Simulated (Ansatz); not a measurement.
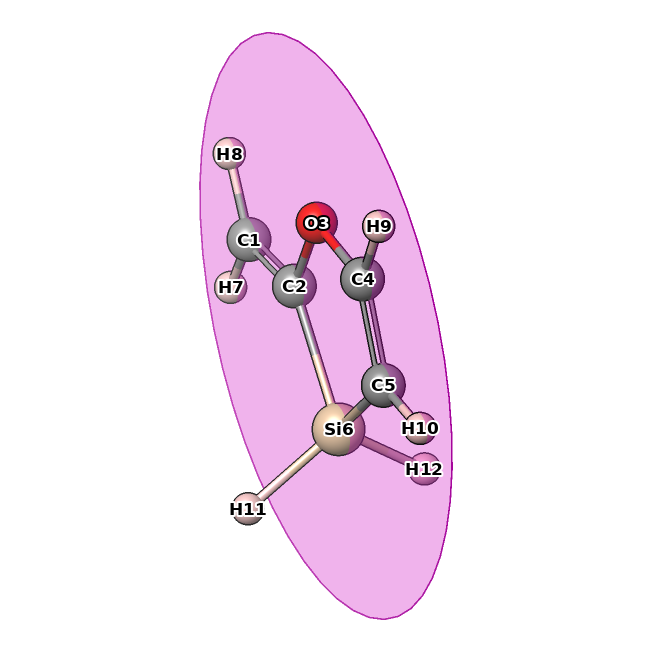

A disc through the centre of mass is drawn in. Depth is shown by fading: the farther an atom, the more it takes the colour of the background. The geometry was computed by an optimisation with PBE-D4/def2-SVP. No frequency run is at hand to confirm it as a minimum.

Is the plane of the disc a mirror plane of the structure?

Answer. Yes. The reflection leaves C1, C2, O3, C4, C5, Si6, H7, H8, H9, H10 in place and moves H11 ↔ H12. The point group is Cs.
